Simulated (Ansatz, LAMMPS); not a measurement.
# Squeezing and shearing glassy 77SiO2-6B2O3-8CaO-8MgO (mol %) (142 atoms), part 2 of 4

Aim: relax glassy 77SiO2-6B2O3-8CaO-8MgO (mol %) (142 atoms), then change its volume and shape to read moduli from the stress.

Ansatz 0.2.0; Kohn-Sham DFT, PBE, PAW (set soft_2), plane waves.

The cell: 37 Si, 6 B, 4 Ca, 4 Mg and 91 O. The quench rate of 1000 K/ps is many orders above laboratory rates. The network of bonds at the start is that of the classical potential that made the cell. Sampling is at Γ alone.

So far. Step 2 (Single point at the start): The r.m.s. force at the start is 1.2 eV/Å. Step 3 (Cell and atoms relaxed): The relaxation converged after 50 steps, with a largest force component of 0.036 eV/Å.

### Step 4. Single point at the relaxed geometry

One more single point at the end of the walk gives the fuller output and checks the residual forces.

File input.yaml:

```yaml
crystal:
  lattice:
    - [12.44743, -0.23839, -0.08467]
    - [-0.23839, 12.089, -0.08849]
    - [-0.08467, -0.08849, 12.66728]
  atoms:
    - { symbol: Si, position: [0.32344, 0.1654, 0.42559] }
    - { symbol: Si, position: [0.22855, 0.33265, 0.58875] }
    - { symbol: Si, position: [0.9419, 0.48293, 0.36119] }
    - { symbol: Si, position: [0.00978, 0.37859, 0.05809] }
    - { symbol: Si, position: [0.66062, 0.26625, 0.18936] }
    - { symbol: Si, position: [0.76415, 0.61302, 0.04091] }
    [... 130 atom lines left out ...]
    - { symbol: O, position: [0.82416, 0.85439, 0.61214] }
    - { symbol: O, position: [0.01348, 0.48308, 0.5997] }
    - { symbol: O, position: [0.17655, 0.08056, 0.89407] }
    - { symbol: O, position: [0.33347, 0.89909, 0.64854] }
    - { symbol: O, position: [0.78344, 0.31769, 0.17914] }
    - { symbol: O, position: [0.23719, 0.12106, 0.33407] }
kpoints:
  mp_grid: { grid: [1, 1, 1] }
hamiltonian:
  xc: pbe
scf:
  occupations: { method: fixed }
output:
  forces: true
  stress: true
  populations: intrinsic
  dos:
    method: { smearing: { sigma: 0.15 } }
    de: 0.1
    projected: { site_lists: { B: [B], Ca: [Ca], Mg: [Mg], O: [O], Si: [Si] } }
  eigenvalues: true
  write_density: true
  write_potential: true
  volumetric_format: npy
```

Run with:

```
> ansatz run input.yaml --threads 4 --pin off --max-ram 8192MiB --backend cpu --events-out ev --progress --plain --runs-dir out
```

Numbers of over 12 decimals in the logs are rounded to 6 here.

Log:

```text
[...]
Crystal: 142 atoms, lattice volume = 1905.226 Å³
Basis set: ecut = 420 eV, 37227 PW (Γ), exchange–correlation on 180×162×180 points (8 copies of the dense FFT grid, shifted against one another)
Bands: 538, of which v1, the nominal top of the filled ones, is band 396 counted from 1 (395 counted from 0)
Symmetry: 1 space group operations
[...]
k-points: 1
[...]
SCF iter   1: F=—  HF=-91210.156525 eV  |F-HF|=—  |Δ(HF+E_count)|=         —  Δρ=2.41e-3  dr2=2.24e-1  ethr=1.77e-3  ⟨swp⟩=5.0  Hψ=2101  notcnv=0  defer=140
[...]
SCF iter  10: F=-91210.118104 eV  HF=-91210.118104 eV  |F-HF|=4.95e-9  |Δ(HF+E_count)|=   4.81e-8  Δρ=1.22e-6  dr2=2.57e-8  ethr=1.26e-11  ⟨swp⟩=23.0  Hψ=5718  notcnv=0
SCF 1 converged in 10 iterations: F = -91210.118104 eV  dr2 = 2.57e-8
[...]
WARN: The input density's exchange-correlation potential varies sharply where the density is thin. Do not read a vacuum level from v_tot or v_xc, or from such a field of the output density. On a cell that repeats whose density bears no net charge and no dipole along the vacuum's axis use v_es (v_loc + v_h of the components); [...]
SCF converged after 10 iterations
Free energy (F): -91210.118104 eV
[...]
Internal energy: -91210.118104 eV  (E = F + TS)
E sigma→0 (E₀):  -91210.118104 eV
Fermi energy:    3.911229 eV
[...]
--- Forces (eV/Å), atoms counted from 1 ---
  atom   1  Si     0.00886655    -0.02730226    -0.01584362
  atom   2  Si    -0.02507572     0.03168884     0.02585626
  atom   3  Si     0.01524748     0.00911310    -0.00805587
  atom   4  Si    -0.00385751    -0.00051934    -0.00184963
  atom   5  Si     0.00565283     0.01289457     0.00077358
  atom   6  Si     0.01129014     0.00245773    -0.00762122
  atom   7  Si    -0.02868937    -0.00093594     0.00074793
  atom   8  Si     0.00937700    -0.00057058     0.00423167
  atom   9  Si    -0.00496080    -0.00887834    -0.00237394
  atom  10  Si     0.01497490    -0.00286171    -0.00220499
  atom  11  Si     0.00562997     0.00142851    -0.00504054
  atom  12  Si    -0.00303320     0.00371446     0.00002104
  atom  13  Si    -0.00577975     0.01431349     0.00288763
  atom  14  Si     0.00009843    -0.01204681    -0.00630025
[...]
atom 141  O     -0.00428774    -0.00468087     0.00125585
  atom 142  O      0.00287700    -0.00435291     0.00129302
  max |Σ_I F_I| component: 3.03e-5 eV/Å
--- Stress (GPa, compression-positive) ---
        0.026007      -0.011596       0.005864
       -0.011595      -0.004969      -0.003214
        0.005864      -0.003212       0.040527
  P = ⅓ Tr σ = 0.0205 GPa (0.205 kbar)
--- Band table (eV) ---
[...]
--- intrinsic populations: 142 sites ---
  site symbol       q [e]
     0     Si      2.2744
     1     Si      2.3974
     2     Si      2.2735
[...]
141      O      6.9135
  spilling = 0.000000 (of n_electrons = 792.000000)
```

It took 28 s on 4 threads of Intel Xeon Platinum 8488C (Sapphire Rapids), shared host; peak memory 3.1 GiB; 1.8 min of CPU time.

The program notes that the exchange-correlation potential is rough where the density is thin.

Read from the output:

| Quantity | Value |
| --- | --- |
| free energy | -91210.1181 eV |
| free energy per atom | -642.3248 eV/atom |
| SCF cycles | 10 |
| pressure | 0.02052 GPa |
| r.m.s. force component | 0.0103 eV/Å |
| longest force | 0.05402 eV/Å |
| Fermi energy | 3.911 eV |
| gap (highest filled to lowest empty level) | 3.133 eV |

Intrinsic-atomic-orbital charges by element:

```
element  coordination  atoms  mean charge (e)  spread  least    most
      B           all      6            0.600  0.0411  0.528   0.659
     Ca           all      4             1.79  0.0162   1.78    1.81
     Mg           all      4             1.66  0.0167   1.64    1.68
      O           all     91           -0.889   0.130  -1.18  -0.584
     Si           all     37             1.72  0.0434   1.60    1.77
```

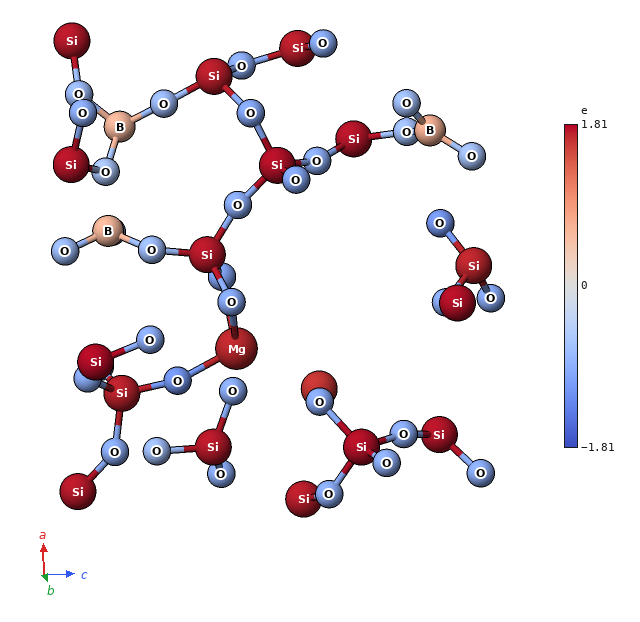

Atoms coloured by intrinsic-atomic-orbital charge. Drawn is a slice 4 Å thick, seen along the normal of the ac plane.

States in the cell by windows of 1 eV, zero at the Fermi level; the larger projections on atomic orbitals stand beside the total:

```
from (eV)  to (eV)  total   O p  Si p   O s
      -18      -17   18.6   0.3   2.0  14.2
      -17      -16    9.4   0.2   1.0   7.2
      -16      -15    1.7   0.0   0.2   1.2
      -15      -12    0.0   0.0   0.0   0.0
      -12      -11    0.8   0.5   0.0   0.0
      -11      -10   14.1   9.3   0.5   0.5
      -10       -9   22.0  14.8   1.4   0.9
       -9       -8   26.8  18.8   2.6   1.1
       -8       -7   45.8  34.1   7.5   0.9
       -7       -6   44.0  33.6   6.6   0.8
       -6       -5   49.3  39.4   4.6   2.1
       -5       -4   72.7  63.0   4.3   2.5
       -4       -3  103.5  94.7   3.6   2.1
       -3       -2   89.9  84.9   1.8   1.1
       -2       -1   59.4  56.4   1.2   0.5
       -1        0   17.0  16.2   0.3   0.1
        0        1    0.9   0.8   0.0   0.0
        1        2    0.0   0.0   0.0   0.0
        2        3    0.3   0.0   0.0   0.1
        3        4    2.8   0.1   0.3   0.6
        4        5   12.4   1.0   1.9   1.6
```

With fixed occupations the program's Fermi level is the highest filled level; weight inside the gap is the broadening of levels at its edges.

Between -26 and -18 eV lie 176 more states.

The stored curve holds about 752 of the 792 electrons; the rest, give or take the few that broadening carries across the Fermi level, lie in deeper levels below its range.

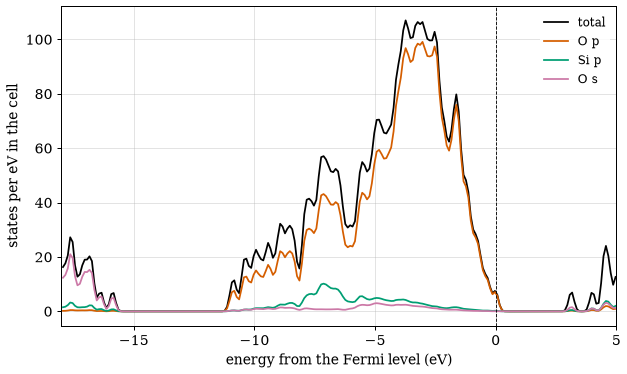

Total and projected density of states, with the broadening of the input.

The levels nearest the highest filled one (over half full), pooled over k-points and spins:

```
level less the highest filled one (eV)  occupation
                                -0.756           2
                                -0.684           2
                                -0.577           2
                                -0.427           2
                                -0.281           2
                                     0           2
                                  3.13           0
                                  4.01           0
                                  4.46           0
                                  4.49           0
                                  4.60           0
                                  4.64           0
```

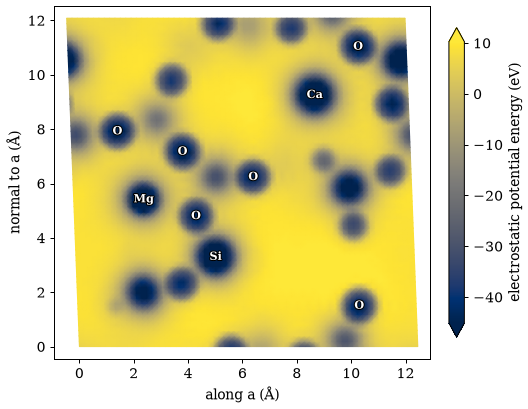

Electrostatic potential energy in the ab plane at fractional z = 0.392, with atoms of Si and Ca and Mg and O within 0.2 Å of it. With pseudopotentials it is smooth inside the atoms' cores, unlike the true potential. The map starts off the cell's origin, so that atoms lie inside it.

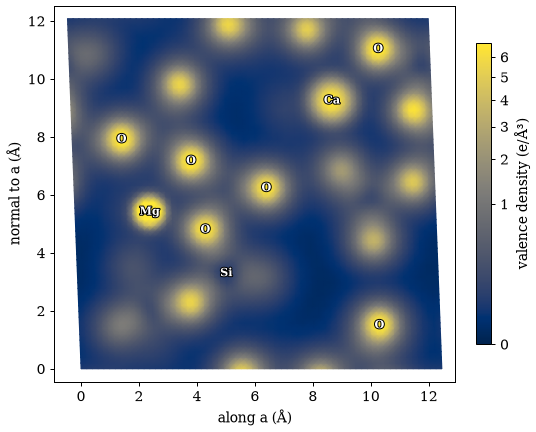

Valence density in the ab plane at fractional z = 0.392, with atoms of Si and Ca and Mg and O within 0.2 Å of it. It is the smooth field of the valence electrons, not physical close to the nuclei. The map starts off the cell's origin, so that atoms lie inside it. The colour scale is stretched toward low values.

The highest filled and lowest empty levels differ by 3.13 eV (at Γ alone); a semilocal functional tends to put such gaps too low. In a disordered cell it changes from sample to sample, and tail or defect levels can set it. Mean intrinsic-atomic-orbital charges: B +0.60, Ca +1.79, Mg +1.66, O -0.89, Si +1.72 e.

### Step 5. Volume -3 %

The relaxed cell is scaled evenly and the atoms are relaxed again; the stress at the end gives one point of P(V).

input.yaml, the sections that differ from step 4:

```yaml
crystal:
  lattice:
    - [12.32169, -0.23598, -0.08381]
    - [-0.23598, 11.96688, -0.0876]
    - [-0.08381, -0.0876, 12.53932]
  atoms:
    [... the 142 atom lines of step 4 ...]
output:
  forces: true
  eigenvalues: true
  stress: true
relax:
  f_tol: 0.05
  max_steps: 70
# kpoints, hamiltonian, scf: as in step 4
```

Log:

```text
Warning: output.stress: scf.convergence.dr2_threshold = 1e-7 eV (the SCF's general default) is looser than the 1.08e-8 eV advised for a printed stress (1e-10 eV for each atom of the cell: 142, of which 108 are counted). What an SCF threshold leaves in a stress goes as its square root, and in the free energy as the threshold itself, and one threshold admits the most on a small cell: [...]
[...]
Crystal: 142 atoms, lattice volume = 1848.070 Å³
Basis set: ecut = 420 eV, 36065 PW (Γ), exchange–correlation on 180×162×180 points (8 copies of the dense FFT grid, shifted against one another)
Bands: 538, of which v1, the nominal top of the filled ones, is band 396 counted from 1 (395 counted from 0)
Symmetry: 1 space group operations
[...]
k-points: 1
[...]
SCF iter   1: F=—  HF=-91209.234024 eV  |F-HF|=—  |Δ(HF+E_count)|=         —  Δρ=2.45e-3  dr2=2.17e-1  ethr=1.77e-3  ⟨swp⟩=5.0  Hψ=2101  notcnv=0  defer=140
[...]
SCF iter   6: F=-91209.198822 eV  HF=-91209.198822 eV  |F-HF|=5.10e-7  |Δ(HF+E_count)|=   3.60e-5  Δρ=3.94e-5  dr2=2.74e-5  ethr=7.89e-9  ⟨swp⟩=18.0  Hψ=4600  notcnv=0
SCF 1 converged in 6 iterations: F = -91209.198822 eV  dr2 = 2.74e-5
[...]
relax step   1: F+E_penalty+E_count = -91209.19882150 eV  Δ(F+E_penalty+E_count) = +0.000e0 eV  max|allowed force component| = 5.907e-1 eV/Å  Δτ_max = 0.0000 Å  (6 SCF iters, dr2 threshold 6.25e-5 eV, accepted)
[...]
relax step   2: F+E_penalty+E_count = -91209.57376476 eV  Δ(F+E_penalty+E_count) = -3.749e-1 eV  max|allowed force component| = 3.433e-1 eV/Å  Δτ_max = 0.0497 Å  (6 SCF iters, dr2 threshold 2.18e-5 eV, accepted)
[...]
relax step   3: F+E_penalty+E_count = -91209.80949153 eV  Δ(F+E_penalty+E_count) = -2.357e-1 eV  max|allowed force component| = 1.637e-1 eV/Å  Δτ_max = 0.0883 Å  (7 SCF iters, dr2 threshold 7.37e-6 eV, accepted)
relax step   4: F+E_penalty+E_count = -91209.84039208 eV  Δ(F+E_penalty+E_count) = -3.090e-2 eV  max|allowed force component| = 1.918e-1 eV/Å  Δτ_max = 0.0318 Å  (6 SCF iters, dr2 threshold 6.09e-6 eV, accepted)
relax step   5: F+E_penalty+E_count = -91209.85792974 eV  Δ(F+E_penalty+E_count) = -1.754e-2 eV  max|allowed force component| = 1.143e-1 eV/Å  Δτ_max = 0.0322 Å  (6 SCF iters, dr2 threshold 8.36e-6 eV, accepted)
relax step   6: F+E_penalty+E_count = -91209.79152221 eV  Δ(F+E_penalty+E_count) = +6.641e-2 eV  max|allowed force component| = 4.400e-1 eV/Å  Δτ_max = 0.1321 Å  (7 SCF iters, dr2 threshold 4.63e-6 eV, rejected (line search))
relax step   7: F+E_penalty+E_count = -91209.86971766 eV  Δ(F+E_penalty+E_count) = -1.179e-2 eV  max|allowed force component| = 7.248e-2 eV/Å  Δτ_max = 0.0368 Å  (9 SCF iters, accepted)
relax step   8: F+E_penalty+E_count = -91209.87121492 eV  Δ(F+E_penalty+E_count) = -1.497e-3 eV  max|allowed force component| = 5.218e-2 eV/Å  Δτ_max = 0.0084 Å  (7 SCF iters, accepted)
relax step   9: F+E_penalty+E_count = -91209.87087716 eV  Δ(F+E_penalty+E_count) = +3.378e-4 eV  max|allowed force component| = 5.268e-2 eV/Å  Δτ_max = 0.0113 Å  (7 SCF iters, rejected (line search))
[...]
relax step  10: F+E_penalty+E_count = -91209.87263815 eV  Δ(F+E_penalty+E_count) = -1.423e-3 eV  max|allowed force component| = 1.846e-2 eV/Å  Δτ_max = 0.0054 Å  (7 SCF iters, accepted)
SCF converged after 7 iterations
Free energy (F): -91209.872638 eV
[...]
Internal energy: -91209.872638 eV  (E = F + TS)
E sigma→0 (E₀):  -91209.872638 eV
Fermi energy:    4.260371 eV
[...]
--- Forces (eV/Å), atoms counted from 1 ---
  atom   1  Si    -0.00648972    -0.00016293    -0.00351904
  atom   2  Si     0.00265361    -0.00167910    -0.00283254
  atom   3  Si    -0.00623038     0.01232759    -0.00136457
  atom   4  Si    -0.00013808     0.01229946     0.00629974
  atom   5  Si     0.00266180    -0.00627910     0.00461536
  atom   6  Si     0.00965091     0.01038442     0.00152407
  atom   7  Si    -0.00352579    -0.00709451    -0.00836044
  atom   8  Si    -0.01078009    -0.01846494     0.00839646
  atom   9  Si     0.00344122    -0.00002002    -0.00345526
  atom  10  Si     0.00346390     0.00419228    -0.00162580
  atom  11  Si    -0.00690047     0.00014819     0.00290463
  atom  12  Si    -0.00577957    -0.00493026    -0.00176294
  atom  13  Si    -0.00435585    -0.00119275     0.00956039
  atom  14  Si     0.00449490    -0.00390142     0.00091940
[...]
atom 141  O     -0.00025286     0.00387827    -0.00024399
  atom 142  O      0.00275715     0.00156970     0.00540622
  max |Σ_I F_I| component: 1.66e-4 eV/Å
--- Stress (GPa, compression-positive) ---
        1.297874      -0.085932      -0.028070
       -0.085930       1.366952      -0.022103
       -0.028070      -0.022100       1.231140
  P = ⅓ Tr σ = 1.2987 GPa (12.987 kbar)
--- Band table (eV) ---
[...]
--- Relaxed structure (10 steps of the walk, 8 accepted, 0 SCFs on fresh bases) ---
  F+E_penalty+E_count = -91209.87263815 eV   max|allowed force component| = 1.846e-2 eV/Å
  atoms:
    - { symbol: Si, position: [0.322871, 0.165891, 0.420242] }
    - { symbol: Si, position: [0.232200, 0.331815, 0.588364] }
    - { symbol: Si, position: [0.943560, 0.482057, 0.361970] }
    - { symbol: Si, position: [0.011003, 0.382784, 0.057207] }
[...]
- { symbol: O, position: [0.232953, 0.122889, 0.329442] }
```

The job ended after 3.1 min (4 threads; peak memory 3.1 GiB; 12 min of CPU time).

The program notes that the SCF threshold is loose for the stress.

The relaxation converged after 10 steps, 0.674 eV below its start, with a largest force component of 0.018 eV/Å.

Volume -3 %: the energy stands 0.245 eV above that of the reference, at a pressure of 1.30 GPa.

### Step 6. Volume +3 %

The relaxed cell is scaled to another volume.

Input and log are left out; they have the form of those shown for this kind of step.

The job ended after 3.2 min (4 threads of Intel Xeon Platinum 8488C (Sapphire Rapids), shared host; peak memory 3.2 GiB).

The relaxation converged after 10 steps, 0.659 eV below its start, with a largest force component of 0.038 eV/Å.

Volume +3 %: the energy stands 0.145 eV above that of the reference, at a pressure of -0.961 GPa.

### Step 7. Volume -6 %

The relaxed cell is scaled to another volume.

Input and log are left out; they have the form of those shown for this kind of step.

The job ended after 4.4 min (4 threads of Intel Xeon Platinum 8488C (Sapphire Rapids), shared host; peak memory 3 GiB).

The relaxation converged after 14 steps, 2.89 eV below its start, with a largest force component of 0.028 eV/Å.

Volume -6 %: the energy stands 0.929 eV above that of the reference, at a pressure of 2.65 GPa.

### Step 8. Volume +6 %

The relaxed cell is scaled to another volume.

Input and log are left out; they have the form of those shown for this kind of step.

Elapsed: 8.8 min, on 4 threads of Intel Xeon Platinum 8488C (Sapphire Rapids), shared host; peak memory 3.3 GiB.

The relaxation converged after 26 steps, 2.67 eV below its start, with a largest force component of 0.045 eV/Å.

Volume +6 %: the energy stands 0.422 eV above that of the reference, at a pressure of -1.60 GPa.

[end of part 2 of 4]

[Logs are printed without paths, hosts, clocks, repeated set-up lines and the standing remarks that a program may print on its own settings, such as how far it seeks lower states.]

[Hosts, paths, dates, database ids (printed as entryN), source tags and the programs' standing remarks are cut or masked in the printed files.]
